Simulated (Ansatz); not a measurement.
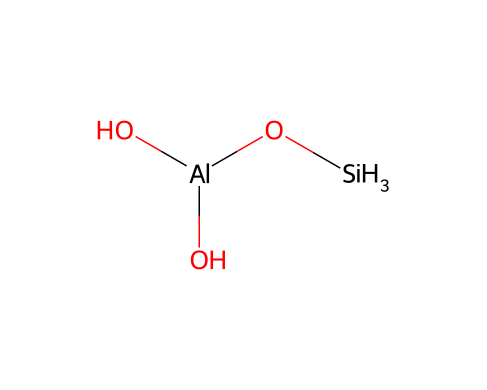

Simulated data, not a measurement (program: Ansatz).

> Give its SMILES.

[OH][Al]([OH])[O][SiH3]

> What is the molecular formula?

AlH5O3Si.
